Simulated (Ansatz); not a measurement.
# AlCl₃: molecular dynamics (part 2 of 2)

AlCl₃; RKS B3LYP-D4/def2-SVP (Ansatz 0.2.0). It belongs to a series of runs on one base structure; here: dynamics from the start.

Geometry of the input (Å):
```
Al 0.0000  0.0000  -0.0000
Cl 0.0000  0.0000  2.0852
Cl 1.8059  0.0000  -1.0426
Cl -1.8059  0.0000  -1.0426
```

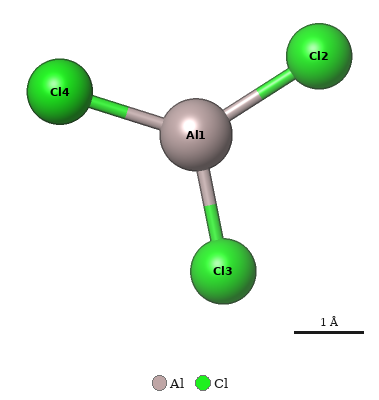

*The geometry at step 143 of the log (ball-and-stick view, seen on its broad side; atoms are numbered from 1 in the order of the input).*

Log, continued
```
md step   113: t =   113.00 fs  T =  1135.8 K  F+E_penalty+E_count = -44158.50518770 eV  E_kin = 0.293629 eV  conserved = -44158.21155896 eV  (23 SCF iters)
md step   114: t =   114.00 fs  T =  1113.7 K  F+E_penalty+E_count = -44158.49946774 eV  E_kin = 0.287906 eV  conserved = -44158.21156141 eV  (23 SCF iters)
md step   115: t =   115.00 fs  T =  1083.0 K  F+E_penalty+E_count = -44158.49154584 eV  E_kin = 0.279987 eV  conserved = -44158.21155924 eV  (23 SCF iters)
md step   116: t =   116.00 fs  T =  1045.2 K  F+E_penalty+E_count = -44158.48177112 eV  E_kin = 0.270212 eV  conserved = -44158.21155931 eV  (23 SCF iters)
md step   117: t =   117.00 fs  T =  1001.9 K  F+E_penalty+E_count = -44158.47057663 eV  E_kin = 0.259015 eV  conserved = -44158.21156134 eV  (23 SCF iters)
md step   118: t =   118.00 fs  T =   955.1 K  F+E_penalty+E_count = -44158.45846119 eV  E_kin = 0.246902 eV  conserved = -44158.21155941 eV  (24 SCF iters)
md step   119: t =   119.00 fs  T =   906.7 K  F+E_penalty+E_count = -44158.44596916 eV  E_kin = 0.234410 eV  conserved = -44158.21155952 eV  (24 SCF iters)
md step   120: t =   120.00 fs  T =   859.1 K  F+E_penalty+E_count = -44158.43366771 eV  E_kin = 0.222107 eV  conserved = -44158.21156115 eV  (25 SCF iters)
md step   121: t =   121.00 fs  T =   814.5 K  F+E_penalty+E_count = -44158.42212097 eV  E_kin = 0.210561 eV  conserved = -44158.21155991 eV  (21 SCF iters)
md step   122: t =   122.00 fs  T =   774.8 K  F+E_penalty+E_count = -44158.41186412 eV  E_kin = 0.200304 eV  conserved = -44158.21156016 eV  (22 SCF iters)
md step   123: t =   123.00 fs  T =   742.0 K  F+E_penalty+E_count = -44158.40337616 eV  E_kin = 0.191815 eV  conserved = -44158.21156122 eV  (22 SCF iters)
md step   124: t =   124.00 fs  T =   717.5 K  F+E_penalty+E_count = -44158.39705325 eV  E_kin = 0.185493 eV  conserved = -44158.21156068 eV  (21 SCF iters)
md step   125: t =   125.00 fs  T =   702.6 K  F+E_penalty+E_count = -44158.39318843 eV  E_kin = 0.181628 eV  conserved = -44158.21156078 eV  (23 SCF iters)
md step   126: t =   126.00 fs  T =   697.8 K  F+E_penalty+E_count = -44158.39195354 eV  E_kin = 0.180393 eV  conserved = -44158.21156077 eV  (20 SCF iters)
md step   127: t =   127.00 fs  T =   703.3 K  F+E_penalty+E_count = -44158.39338844 eV  E_kin = 0.181827 eV  conserved = -44158.21156104 eV  (21 SCF iters)
md step   128: t =   128.00 fs  T =   718.9 K  F+E_penalty+E_count = -44158.39740078 eV  E_kin = 0.185840 eV  conserved = -44158.21156104 eV  (22 SCF iters)
md step   129: t =   129.00 fs  T =   743.5 K  F+E_penalty+E_count = -44158.40377146 eV  E_kin = 0.192211 eV  conserved = -44158.21156006 eV  (21 SCF iters)
md step   130: t =   130.00 fs  T =   776.0 K  F+E_penalty+E_count = -44158.41216802 eV  E_kin = 0.200607 eV  conserved = -44158.21156114 eV  (20 SCF iters)
md step   131: t =   131.00 fs  T =   814.7 K  F+E_penalty+E_count = -44158.42216631 eV  E_kin = 0.210605 eV  conserved = -44158.21156106 eV  (20 SCF iters)
md step   132: t =   132.00 fs  T =   857.6 K  F+E_penalty+E_count = -44158.43327368 eV  E_kin = 0.221715 eV  conserved = -44158.21155910 eV  (24 SCF iters)
md step   133: t =   133.00 fs  T =   902.8 K  F+E_penalty+E_count = -44158.44495491 eV  E_kin = 0.233394 eV  conserved = -44158.21156089 eV  (24 SCF iters)
md step   134: t =   134.00 fs  T =   948.1 K  F+E_penalty+E_count = -44158.45665696 eV  E_kin = 0.245096 eV  conserved = -44158.21156072 eV  (24 SCF iters)
md step   135: t =   135.00 fs  T =   991.3 K  F+E_penalty+E_count = -44158.46783077 eV  E_kin = 0.256272 eV  conserved = -44158.21155849 eV  (24 SCF iters)
md step   136: t =   136.00 fs  T =  1030.4 K  F+E_penalty+E_count = -44158.47794734 eV  E_kin = 0.266387 eV  conserved = -44158.21156083 eV  (24 SCF iters)
md step   137: t =   137.00 fs  T =  1063.6 K  F+E_penalty+E_count = -44158.48651166 eV  E_kin = 0.274951 eV  conserved = -44158.21156088 eV  (24 SCF iters)
md step   138: t =   138.00 fs  T =  1088.9 K  F+E_penalty+E_count = -44158.49306926 eV  E_kin = 0.281511 eV  conserved = -44158.21155819 eV  (23 SCF iters)
md step   139: t =   139.00 fs  T =  1105.0 K  F+E_penalty+E_count = -44158.49721355 eV  E_kin = 0.285653 eV  conserved = -44158.21156087 eV  (23 SCF iters)
md step   140: t =   140.00 fs  T =  1110.3 K  F+E_penalty+E_count = -44158.49859018 eV  E_kin = 0.287029 eV  conserved = -44158.21156079 eV  (23 SCF iters)
md step   141: t =   141.00 fs  T =  1103.8 K  F+E_penalty+E_count = -44158.49690547 eV  E_kin = 0.285347 eV  conserved = -44158.21155832 eV  (23 SCF iters)
md step   142: t =   142.00 fs  T =  1084.6 K  F+E_penalty+E_count = -44158.49193886 eV  E_kin = 0.280378 eV  conserved = -44158.21156086 eV  (23 SCF iters)
md step   143: t =   143.00 fs  T =  1052.1 K  F+E_penalty+E_count = -44158.48356102 eV  E_kin = 0.272000 eV  conserved = -44158.21156085 eV  (24 SCF iters)
md step   144: t =   144.00 fs  T =  1006.5 K  F+E_penalty+E_count = -44158.47175765 eV  E_kin = 0.260199 eV  conserved = -44158.21155872 eV  (23 SCF iters)
md step   145: t =   145.00 fs  T =   948.1 K  F+E_penalty+E_count = -44158.45665902 eV  E_kin = 0.245098 eV  conserved = -44158.21156089 eV  (23 SCF iters)
md step   146: t =   146.00 fs  T =   878.1 K  F+E_penalty+E_count = -44158.43856859 eV  E_kin = 0.227008 eV  conserved = -44158.21156104 eV  (23 SCF iters)
md step   147: t =   147.00 fs  T =   798.5 K  F+E_penalty+E_count = -44158.41798726 eV  E_kin = 0.206428 eV  conserved = -44158.21155953 eV  (23 SCF iters)
md step   148: t =   148.00 fs  T =   712.0 K  F+E_penalty+E_count = -44158.39562946 eV  E_kin = 0.184067 eV  conserved = -44158.21156252 eV  (23 SCF iters)
md step   149: t =   149.00 fs  T =   622.2 K  F+E_penalty+E_count = -44158.37240929 eV  E_kin = 0.160847 eV  conserved = -44158.21156245 eV  (23 SCF iters)
these checks for a lower state are left out or cut short: starts, cluster_reference, orbital_swaps, neighbouring_geometries, increment
683 factors; integrals over basis functions are off by at most 3.4e-4 eV
mean field evaluation 1120: about -44158.1164 eV, gradient 1.8e-5 eV
mean field -44158.11640717 eV, -1622.7808465170 hartree, gradient 1.8e-5 eV, S^2 0.000000; 0 other end points of the search recorded, 0 dependent functions left out
the calculation of the forces begins
reference -44158.11662441 eV, -1622.7808545007 hartree; 32, 32 occupied and 40, 40 virtual orbitals, 683 factors
683 factors; integrals over basis functions are off by at most 3.4e-4 eV
mean field -44158.11640717 eV, -1622.7808465170 hartree, gradient 1.8e-5 eV, S^2 0.000000; 1 other end points of the search recorded, 0 dependent functions left out
the calculation of the forces begins
reference -44158.11662441 eV, -1622.7808545007 hartree; 32, 32 occupied and 40, 40 virtual orbitals, 683 factors
md step   150: t =   150.00 fs  T =   533.3 K  F+E_penalty+E_count = -44158.34941778 eV  E_kin = 0.137856 eV  conserved = -44158.21156189 eV  (23 SCF iters)
```

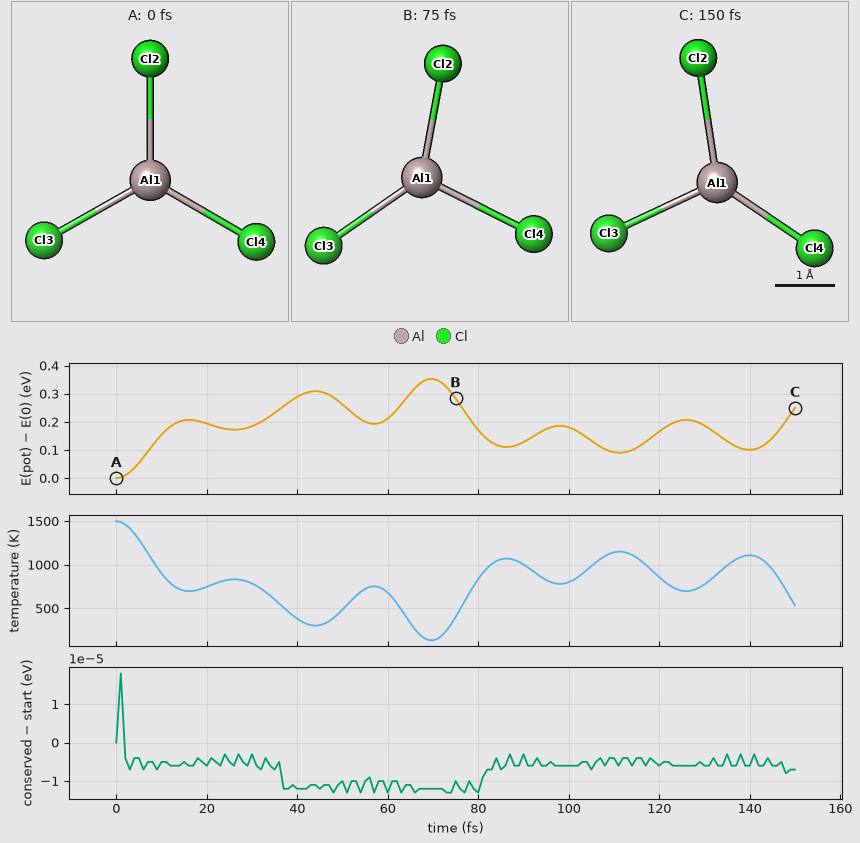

*Frames of the molecular dynamics (ball-and-stick, seen on its broad side) above the curves, on which the letters mark them.*

The trajectory kept here has 151 frames over 150 fs. The temperature starts at 1500 K, ranges from 134 to 1500 K and averages 905 K over the second half. The potential energy ends 0.250 eV above its first value. The conserved quantity stays within 3.1e-05 eV. After an unweighted best fit of the last frame on the first, the root-mean-square displacement is 0.15 Å.

```
Total energy: -44158.34963503 eV, -1622.7894174828 hartree
Atom 0 at    -0.133598    -0.001151    -0.036336 Å, force     1.391181     0.003850     2.336013 eV/Å
Atom 1 at     0.172758     0.000202     2.100340 Å, force    -0.655251    -0.002298    -0.891890 eV/Å
Atom 2 at     1.713651     0.000938    -0.908517 Å, force     0.816875    -0.000690    -0.706736 eV/Å
Atom 3 at    -1.784725    -0.000264    -1.164158 Å, force    -1.552805    -0.000862    -0.737387 eV/Å
Dipole moment:    -0.205891    -0.001309    -0.125275 e Å
```

Trajectory as extended XYZ (Å, eV, eV/Å), 22 of the 151 frames kept, from step=0 to step=150
```
4
Properties=species:S:1:pos:R:3:forces:R:3 step=0 time_fs=0.0 energy=-44158.59933 temperature=1500.0
Al    0.0000    0.0000    0.0000    0.0000   0.0000   0.0000
Cl    0.0000    0.0000    2.0852    0.0000   0.0000  -0.0060
Cl    1.8059    0.0000   -1.0426   -0.0052   0.0000   0.0030
Cl   -1.8059    0.0000   -1.0426    0.0052   0.0000   0.0030
4
Properties=species:S:1:pos:R:3:forces:R:3 step=7 time_fs=7.0 energy=-44158.50418 temperature=1131.9
Al    0.0441    0.0019    0.0475   -0.5333  -0.0082  -1.9162
Cl   -0.0443   -0.0005    2.0803    0.0997   0.0015   0.9249
Cl    1.8429   -0.0005   -1.0868   -0.5663   0.0031   0.4652
Cl   -1.8322   -0.0005   -1.0297    1.0000   0.0036   0.5261
4
Properties=species:S:1:pos:R:3:forces:R:3 step=14 time_fs=14.0 energy=-44158.39759 temperature=719.6
Al    0.0794    0.0036    0.0636   -0.7382  -0.0167  -2.4326
Cl   -0.0872   -0.0009    2.0868    0.1798   0.0025   1.0164
Cl    1.8727   -0.0009   -1.1251   -0.8550   0.0066   0.7418
Cl   -1.8459   -0.0009   -1.0101    1.4134   0.0076   0.6744
4
Properties=species:S:1:pos:R:3:forces:R:3 step=21 time_fs=21.0 energy=-44158.41031 temperature=768.8
Al    0.1018    0.0050    0.0395   -0.8486  -0.0256  -1.3785
Cl   -0.1276   -0.0013    2.1056    0.3494   0.0062   0.0823
Cl    1.8913   -0.0012   -1.1537   -0.8718   0.0091   0.7767
Cl   -1.8412   -0.0012   -0.9820    1.3709   0.0104   0.5194
4
Properties=species:S:1:pos:R:3:forces:R:3 step=29 time_fs=29.0 energy=-44158.42030 temperature=807.5
Al    0.1098    0.0061   -0.0152   -0.6544  -0.0321   0.3774
Cl   -0.1680   -0.0017    2.1275    0.5728   0.0115  -1.0617
Cl    1.8988   -0.0015   -1.1741   -0.6910   0.0102   0.6286
Cl   -1.8143   -0.0014   -0.9419    0.7726   0.0104   0.0557
4
Properties=species:S:1:pos:R:3:forces:R:3 step=36 time_fs=36.0 energy=-44158.35526 temperature=555.8
Al    0.1049    0.0064   -0.0580    0.0250  -0.0312   1.5755
Cl   -0.1953   -0.0019    2.1328    0.6999   0.0139  -1.5318
Cl    1.8953   -0.0016   -1.1828   -0.4967   0.0100   0.4744
Cl   -1.7799   -0.0014   -0.9058   -0.2282   0.0073  -0.5180
4
Properties=species:S:1:pos:R:3:forces:R:3 step=43 time_fs=43.0 energy=-44158.29133 temperature=308.5
Al    0.1007    0.0062   -0.0740    0.7888  -0.0263   2.1456
Cl   -0.2133   -0.0019    2.1182    0.7627   0.0137  -1.4830
Cl    1.8852   -0.0015   -1.1852   -0.3234   0.0092   0.3650
Cl   -1.7486   -0.0014   -0.8767   -1.2281   0.0034  -1.0275
4
Properties=species:S:1:pos:R:3:forces:R:3 step=50 time_fs=50.0 energy=-44158.33721 temperature=486.0
Al    0.1092    0.0056   -0.0539    0.7782  -0.0215   1.7243
Cl   -0.2212   -0.0017    2.0844    0.7608   0.0109  -0.8731
Cl    1.8708   -0.0013   -1.1826   -0.1453   0.0078   0.2939
Cl   -1.7326   -0.0013   -0.8608   -1.3937   0.0028  -1.1452
4
Properties=species:S:1:pos:R:3:forces:R:3 step=57 time_fs=57.0 energy=-44158.40660 temperature=754.4
Al    0.1300    0.0046   -0.0054    0.0123  -0.0164   0.1011
Cl   -0.2192   -0.0013    2.0398    0.6254   0.0057   0.4784
Cl    1.8544   -0.0010   -1.1761    0.0263   0.0061   0.2514
Cl   -1.7342   -0.0011   -0.8596   -0.6640   0.0046  -0.8309
4
Properties=species:S:1:pos:R:3:forces:R:3 step=64 time_fs=64.0 energy=-44158.31698 temperature=407.7
Al    0.1513    0.0032    0.0440   -0.6790  -0.0098  -2.0625
Cl   -0.2090   -0.0009    2.0022    0.3386   0.0006   2.2771
Cl    1.8384   -0.0007   -1.1662    0.1936   0.0042   0.1976
Cl   -1.7445   -0.0009   -0.8695    0.1468   0.0051  -0.4123
4
Properties=species:S:1:pos:R:3:forces:R:3 step=71 time_fs=71.0 energy=-44158.25097 temperature=152.4
Al    0.1609    0.0018    0.0595   -1.1966  -0.0048  -2.7575
Cl   -0.1941   -0.0005    1.9937    0.1989  -0.0004   2.9069
Cl    1.8250   -0.0002   -1.1539    0.4659   0.0020   0.0177
Cl   -1.7535   -0.0006   -0.8850    0.5318   0.0032  -0.1670
4
Properties=species:S:1:pos:R:3:forces:R:3 step=79 time_fs=79.0 energy=-44158.40772 temperature=758.8
Al    0.1460    0.0000    0.0237   -1.5672   0.0000  -0.8160
Cl   -0.1732    0.0000    2.0277    0.3978   0.0000   1.2891
Cl    1.8178    0.0003   -1.1398    0.8196   0.0001  -0.2714
Cl   -1.7557   -0.0002   -0.9058    0.3498  -0.0001  -0.2017
4
Properties=species:S:1:pos:R:3:forces:R:3 step=86 time_fs=86.0 energy=-44158.48874 temperature=1072.2
Al    0.1053   -0.0016   -0.0247   -0.8312   0.0060   1.0948
Cl   -0.1496    0.0004    2.0769    0.4918  -0.0026  -0.3732
Cl    1.8224    0.0007   -1.1309    0.6855  -0.0014  -0.2373
Cl   -1.7530    0.0001   -0.9271   -0.3461  -0.0020  -0.4843
4
Properties=species:S:1:pos:R:3:forces:R:3 step=93 time_fs=93.0 energy=-44158.44247 temperature=893.2
Al    0.0514   -0.0031   -0.0554    0.7349   0.0124   2.0406
Cl   -0.1196    0.0008    2.1220    0.3976  -0.0063  -1.3151
Cl    1.8356    0.0012   -1.1248    0.0392  -0.0040   0.0954
Cl   -1.7551    0.0004   -0.9550   -1.1717  -0.0021  -0.8209
4
Properties=species:S:1:pos:R:3:forces:R:3 step=100 time_fs=100.0 energy=-44158.41851 temperature=800.5
Al    0.0092   -0.0043   -0.0519    1.5758   0.0192   1.9377
Cl   -0.0844    0.0011    2.1502    0.2377  -0.0092  -1.6010
Cl    1.8493    0.0016   -1.1174   -0.6176  -0.0075   0.4302
Cl   -1.7720    0.0007   -0.9933   -1.1959  -0.0025  -0.7669
4
Properties=species:S:1:pos:R:3:forces:R:3 step=107 time_fs=107.0 energy=-44158.48727 temperature=1066.5
Al   -0.0075   -0.0053   -0.0159    1.0794   0.0265   0.8501
Cl   -0.0459    0.0013    2.1577    0.0982  -0.0103  -1.3412
Cl    1.8552    0.0018   -1.1045   -0.9720  -0.0101   0.6322
Cl   -1.8035    0.0009   -1.0412   -0.2057  -0.0061  -0.1411
4
Properties=species:S:1:pos:R:3:forces:R:3 step=114 time_fs=114.0 energy=-44158.49947 temperature=1113.7
Al   -0.0058   -0.0057    0.0343    0.1678   0.0303  -0.7143
Cl   -0.0062    0.0013    2.1480   -0.0040  -0.0089  -0.5794
Cl    1.8484    0.0020   -1.0833   -1.0250  -0.0112   0.6885
Cl   -1.8378    0.0010   -1.0908    0.8612  -0.0102   0.6052
4
Properties=species:S:1:pos:R:3:forces:R:3 step=121 time_fs=121.0 energy=-44158.42212 temperature=814.5
Al   -0.0008   -0.0056    0.0724   -0.5475   0.0283  -2.0056
Cl    0.0336    0.0012    2.1307   -0.0764  -0.0059   0.3605
Cl    1.8282    0.0020   -1.0530   -0.8105  -0.0105   0.5623
Cl   -1.8612    0.0011   -1.1327    1.4344  -0.0120   1.0828
4
Properties=species:S:1:pos:R:3:forces:R:3 step=129 time_fs=129.0 energy=-44158.40377 temperature=743.5
Al   -0.0071   -0.0050    0.0745   -1.1373   0.0227  -2.0525
Cl    0.0777    0.0011    2.1164   -0.1566  -0.0045   0.6954
Cl    1.7926    0.0018   -1.0099   -0.2174  -0.0074   0.1388
Cl   -1.8649    0.0009   -1.1632    1.5113  -0.0108   1.2183
4
Properties=species:S:1:pos:R:3:forces:R:3 step=136 time_fs=136.0 energy=-44158.47795 temperature=1030.4
Al   -0.0331   -0.0040    0.0396   -1.2885   0.0169  -0.7019
Cl    0.1141    0.0008    2.1128   -0.2848  -0.0051   0.1017
Cl    1.7583    0.0016   -0.9700    0.4904  -0.0040  -0.3674
Cl   -1.8471    0.0006   -1.1729    1.0829  -0.0078   0.9676
4
Properties=species:S:1:pos:R:3:forces:R:3 step=143 time_fs=143.0 energy=-44158.48356 temperature=1052.1
Al   -0.0802   -0.0026   -0.0070   -0.4541   0.0100   1.0240
Cl    0.1466    0.0006    2.1104   -0.4755  -0.0046  -0.6109
Cl    1.7301    0.0013   -0.9349    0.9281  -0.0018  -0.6904
Cl   -1.8156    0.0002   -1.1702    0.0016  -0.0037   0.2773
4
Properties=species:S:1:pos:R:3:forces:R:3 step=150 time_fs=150.0 energy=-44158.34942 temperature=533.3
Al   -0.1336   -0.0012   -0.0363    1.3912   0.0038   2.3360
Cl    0.1728    0.0002    2.1003   -0.6553  -0.0023  -0.8919
Cl    1.7137    0.0009   -0.9085    0.8169  -0.0007  -0.7067
Cl   -1.7847   -0.0003   -1.1642   -1.5528  -0.0009  -0.7374
```
